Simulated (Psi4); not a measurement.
# triplet [AlF4]−: levels of theory compared

Wanted: a comparison of 3 runs (UHF/STO-3G, UHF/3-21G, UTPSSh/6-311+G**) of triplet [AlF4]−. 

The calculation is run with Psi4 1.11.

4 further runs of the same task are left out: 3 that didn't finish, 1 set aside as unsound or not needed.

### 1 The molecule

[AlF4]−: 5 atoms, total charge -1, spin state triplet. SMILES of the parent species: `[F][Al-]([F])([F])[F]`. Geometry: relaxed at PBE0-D4/def2-TZVPD. That shape belongs to the parent species and isn't relaxed for this state.

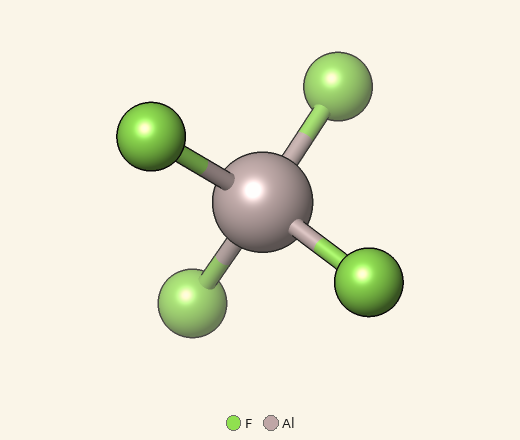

The structure, seen from a chosen angle (fluorine green, aluminium light grey).

### 2 The energy at UHF/STO-3G (run 1)

job.inp reads:

```
memory 2.2 GB

molecule geom {
  -1 3
  F     -0.101500    -0.294000     1.660000
  Al     0.000000     0.000000     0.000000
  F     -1.343000     0.895800    -0.496200
  F      0.034500    -1.469900    -0.831000
  F      1.409900     0.868100    -0.332800
  units angstrom
  symmetry c1
  no_reorient
  no_com
}

set reference uhf
set puream true
set e_convergence 1e-09
set d_convergence 1e-08
set scf_type pk
set maxiter 100

e_tot, wfn = energy('hf/STO-3G', return_wfn=True)
```

Started as:

```console
$ psi4 -i job.inp -o job.out -n 1
```

job.out:

```text
[...]
  Running in c1 symmetry.
[...]
  Nuclear repulsion =  239.890506033856099
[...]
  Multiplicity = 3
[...]
  Nalpha       = 26
  Nbeta        = 24
[...]
    Number of basis functions: 29
[...]
   @UHF iter   1:  -630.63450906234971   -2.03836e+00   8.32397e-03 ADIIS/DIIS
[...]
   @UHF iter  38:  -630.70131185215757    3.41061e-13   7.42207e-09 DIIS
[...]
   @S^2 Observed:                2.012568737E+00
[...]
  @UHF Final Energy:  -630.70131185215757
   => Energetics <=
    Nuclear Repulsion Energy =            239.8905060338560986
    One-Electron Energy =               -1387.3245259222544519
    Two-Electron Energy =                 516.7327080362407514
    Total Energy =                       -630.7013118521575734
  UHF NO Occupations:
  HONO-2 :   24  A 1.9973196
  HONO-1 :   25  A 1.0000000
[...]
 Multipole Moments:
 ------------------------------------------------------------------------------------
     Multipole            Electronic (a.u.)      Nuclear  (a.u.)        Total (a.u.)
 ------------------------------------------------------------------------------------
 L = 1.  Multiply by 2.5417464519 to convert [e a0] to [Debye]
 Dipole X            :         -0.3244263           -0.0017008           -0.3261270
 Dipole Y            :         -0.2006492            0.0000000           -0.2006492
 Dipole Z            :          0.0769448           -0.0000000            0.0769448
 Magnitude           :                                                    0.3905630
[...]
```

It took 4.5 s on 1 thread of Intel Xeon Platinum 8175M at 2.50GHz (Skylake/Cascade Lake), shared host; peak memory 0.18 GiB.

### 3 Energy and gradient at UHF/3-21G (run 2)

job.py reads:

```python
import psi4

psi4.set_memory('2200 MB')
psi4.set_num_threads(1)
psi4.set_output_file('run.log', False)

molecule = psi4.geometry("""
-1 3
F     -0.19180720    -0.55557948     3.13694537
Al     0.00000000     0.00000000     0.00000000
F     -2.53790219     1.69281666    -0.93768210
F      0.06519555    -2.77770843    -1.57036241
F      2.66432486     1.64047125    -0.62890085
units au
symmetry c1
no_reorient
no_com
""")

psi4.set_options({
    'basis': '3-21G',
    'reference': 'uhf',
    'puream': True,
    'e_convergence': 1e-09,
    'd_convergence': 1e-08,
    'scf_type': 'pk',
    'maxiter': 100,
})

e = psi4.gradient('scf')
print('gradient / Eh bohr^-1')
print(e.np.round(6))
```

Started as:

```console
$ python job.py
```

run.log:

```text
[...]
  Running in c1 symmetry.
[...]
  Nuclear repulsion =  239.890506116722207
[...]
  Multiplicity = 3
[...]
  Nalpha       = 26
  Nbeta        = 24
[...]
    Number of basis functions: 49
[...]
   @UHF iter   1:  -636.06318625096742   -1.52156e+00   1.01089e-02 DIIS/ADIIS
[...]
   @UHF iter  35:  -636.15798261644363   -1.00044e-11   9.22642e-09 DIIS
[...]
   @S^2 Observed:                2.026665526E+00
[...]
  @UHF Final Energy:  -636.15798261644363
   => Energetics <=
    Nuclear Repulsion Energy =            239.8905061167222073
    One-Electron Energy =               -1380.4908005616639457
    Two-Electron Energy =                 504.4423118284980774
    Total Energy =                       -636.1579826164436327
  UHF NO Occupations:
  HONO-2 :   24  A 1.9936127
  HONO-1 :   25  A 1.0000000
[...]
  -Total Gradient:
     Atom            X                  Y                   Z
    ------   -----------------  -----------------  -----------------
       1       -0.007144620619     0.000166157158    -0.030599821246
       2       -0.007100831345    -0.004357798037     0.001672757238
       3        0.017357374730    -0.023313166632     0.011952494478
       4       -0.009829337506     0.023369900853     0.018559299879
       5        0.006717414740     0.004134906658    -0.001584730350
[...]
```

On the terminal:

```text
gradient / Eh bohr^-1
[[-0.007145  0.000166 -0.0306  ]
 [-0.007101 -0.004358  0.001673]
 [ 0.017357 -0.023313  0.011952]
 [-0.009829  0.02337   0.018559]
 [ 0.006717  0.004135 -0.001585]]
```

Run time: 4.5 s. Hardware: 1 thread of Intel Xeon Platinum 8175M at 2.50GHz (Skylake/Cascade Lake), shared host; peak memory 0.19 GiB.

### 4 Energy and gradient at UTPSSh/6-311+G(d,p) (run 3)

input.json reads:

```json
{
 "schema_name": "qcschema_input",
 "schema_version": 1,
 "molecule": {
  "schema_name": "qcschema_molecule",
  "schema_version": 2,
  "symbols": ["F", "Al", "F", "F", "F"],
  "geometry": [-0.1918072, -0.55557948, 3.13694537, 0.0, 0.0, 0.0, -2.53790219, 1.69281666, -0.9376821, 0.06519555, -2.77770843, -1.57036241, 2.66432486, 1.64047125, -0.62890085],
  "molecular_charge": -1,
  "molecular_multiplicity": 3,
  "fix_symmetry": "c1"
 },
 "driver": "gradient",
 "model": {
  "method": "tpssh",
  "basis": "6-311+G**"
 },
 "keywords": {
  "reference": "uks",
  "puream": true,
  "e_convergence": 1e-09,
  "d_convergence": 1e-08,
  "scf_type": "pk",
  "dft_radial_points": 99,
  "dft_spherical_points": 590,
  "maxiter": 100,
  "scf_properties": ["MAYER_INDICES", "MULLIKEN_CHARGES", "WIBERG_LOWDIN_INDICES"]
 }
}
```

Started as:

```console
$ psi4 --qcschema input.json -n 1 --memory 2200MB
```

stdout:

```text
[...]
  Running in c1 symmetry.
[...]
  Nuclear repulsion =  239.890506116722207
[...]
  Multiplicity = 3
[...]
  Nalpha       = 26
  Nbeta        = 24
[...]
    Number of basis functions: 118
[...]
   @UKS iter   1:  -641.76446165924744   -6.21248e-01   7.12215e-03 ADIIS/DIIS
[...]
   @UKS iter  33:  -642.03261568801634   -2.04636e-12   5.34784e-09 DIIS
[...]
   @S^2 Observed:                2.003873439E+00
[...]
  @UKS Final Energy:  -642.03261568801634
   => Energetics <=
    Nuclear Repulsion Energy =            239.8905061167222073
    One-Electron Energy =               -1380.9939293791014734
    Two-Electron Energy =                 553.9389204478085276
    DFT Exchange-Correlation Energy =     -54.8681128734456394
    Empirical Dispersion Energy =           0.0000000000000000
    VV10 Nonlocal Energy =                  0.0000000000000000
    Total Energy =                       -642.0326156880163353
[...]
  -Total Gradient:
     Atom            X                  Y                   Z
    ------   -----------------  -----------------  -----------------
       1       -0.000768890692     0.004985704937    -0.021234993450
       2        0.000010208624     0.000014667690    -0.000003881292
       3        0.016418771593    -0.011490107412     0.008632295703
       4        0.001696993321     0.019438282958     0.009745547338
       5       -0.017326491435    -0.012943796040     0.002841782841
[...]
```

The result, in JSON:

```text
{
 "driver": "gradient",
 "model": {
  "method": "tpssh",
  "basis": "6-311+G**"
 },
 "success": true,
 "return_result": [-0.000768890692432897, 0.00498570493688846, -0.02123499345007951, 1.0208623817346677e-05, 1.4667689770473503e-05, -3.881291600125504e-06, 0.016418771592866935, -0.01149010741220638, 0.00863229570309721, 0.0016969933208638714, 0.019438282957962877, 0.00974554733800266, -0.017326491435444263, -0.01294379604007155, 0.002841782841103955],
 "properties": {
  "calcinfo_nbasis": 118,
  "calcinfo_nmo": 118,
  "calcinfo_nalpha": 26,
  "calcinfo_nbeta": 24,
  "calcinfo_natom": 5,
  "nuclear_repulsion_energy": 239.8905061167222,
  "return_energy": -642.0326156880163,
  "return_gradient": [-0.000768890692432897, 0.00498570493688846, -0.02123499345007951, 1.0208623817346677e-05, 1.4667689770473503e-05, -3.881291600125504e-06, 0.016418771592866935, -0.01149010741220638, 0.00863229570309721, 0.0016969933208638714, 0.019438282957962877, 0.00974554733800266, -0.017326491435444263, -0.01294379604007155, 0.002841782841103955],
  "scf_one_electron_energy": -1380.9939293791015,
  "scf_two_electron_energy": 553.9389204478085,
  "scf_xc_energy": -54.86811287344564,
  "scf_dipole_moment": [0.0001413139279700104, 0.00024806005448929636, -0.00015890797784412491],
  "scf_total_energy": -642.0326156880163,
  "scf_total_gradient": [-0.000768890692432897, 0.00498570493688846, -0.02123499345007951, 1.0208623817346677e-05, 1.4667689770473503e-05, -3.881291600125504e-06, 0.016418771592866935, -0.01149010741220638, 0.00863229570309721, 0.0016969933208638714, 0.019438282957962877, 0.00974554733800266, -0.017326491435444263, -0.01294379604007155, 0.002841782841103955],
  "scf_iterations": 33
 }
}
```

Run time: 5.9 min. Hardware: 1 thread of Intel Xeon Platinum 8175M at 2.50GHz (Skylake/Cascade Lake), shared host; peak memory 0.69 GiB.

### 5 All runs side by side

```csv
run,level,task,integration grid,energy (Eh),HOMO energy (eV),⟨S²⟩,wall time
1,UHF/STO-3G,energy,–,-630.701312,11.63,2.013,4.5 s
2,UHF/3-21G,gradient,–,-636.157983,3.17,2.027,4.5 s
3,UTPSSh/6-311+G**,gradient,99 radial × 590 angular,-642.032616,2.07,2.004,5.9 min
```

### 6 Summary of results

| quantity | value |
| --- | --- |
| run 3: total energy | -642.03262 Eh |
| run 3: HOMO energy (highest over α and β) | 2.07 eV |
| run 3: ⟨S²⟩ | 2.004 |
| run 3: largest force on an atom | 1.122 eV/Å |

In words: In runs 1, 2, 3 the HOMO lies above zero, so the outermost electron may be held by the basis alone. In run 1 the basis is minimal, so the values are rough. All runs together took 6.1 min, the longest 5.9 min.
